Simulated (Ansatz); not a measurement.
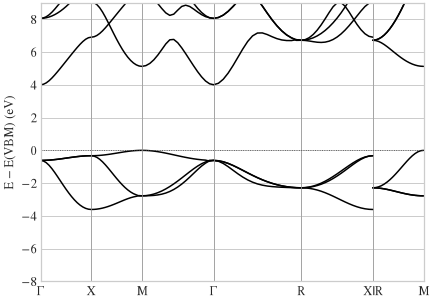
Figure. Band structure from plane-wave PAW LDA (Ansatz code)

Problem. Read off the gap and where the band edges lie.

Solution. About 4.0 eV (4.01 eV by a search for the band edges); maximum at M, minimum at Γ.

The material is NaCl (CsCl type, Pm-3m).

This is a known high-pressure phase of the composition, computed here at zero pressure and temperature. Symmetry was held in the LDA relaxation. At this level the phase is dynamically unstable (imaginary phonons).

Potentials: the later of the program's two PAW sets.
